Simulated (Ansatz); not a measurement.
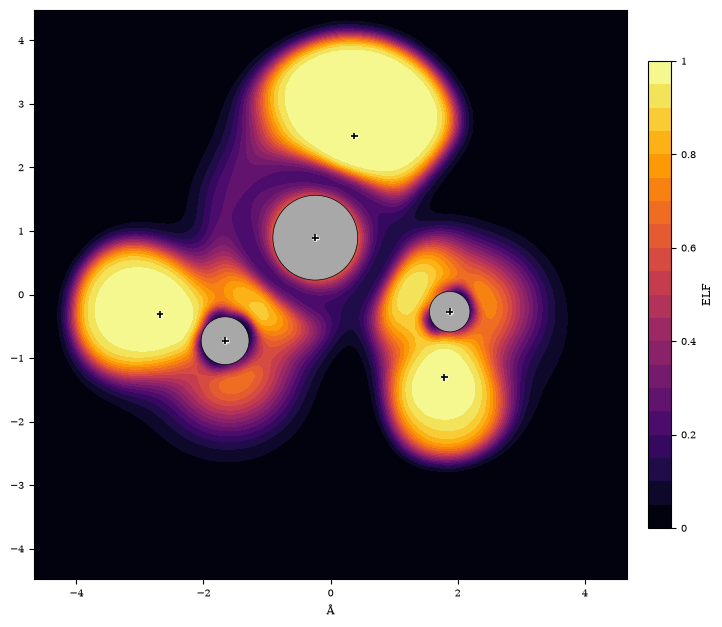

The ELF on a plane through atoms (crosses mark nuclei in the plane; grey discs cover the cores).

The calculation used isolated molecule in a Gaussian basis; Kohn-Sham density functional theory, functional PBE0 (Ansatz).

Candidates:
A. C5H7 (SMILES [C-]#CC(C)C) (charge −1)
B. BH7OSeSi (SMILES [BH3-][SeH+][SiH2]O)
C. CH7InN (SMILES [CH3][InH][NH3+]) (charge +1)

**Which candidate gave the map?**

Candidate C: CH7InN on the plane of atoms N3, In2 and H5, which holds C, In, N and H. C–In (2.15 Å): the ELF peaks at about 0.85 in the valence shell of C, 0.7 Å from its nucleus, and drops to about 0.20 between the two atoms. In–N (2.42 Å): the ELF peaks at about 0.95 in the valence shell of N, 0.7 Å from its nucleus, and drops to about 0.10 between the two atoms.
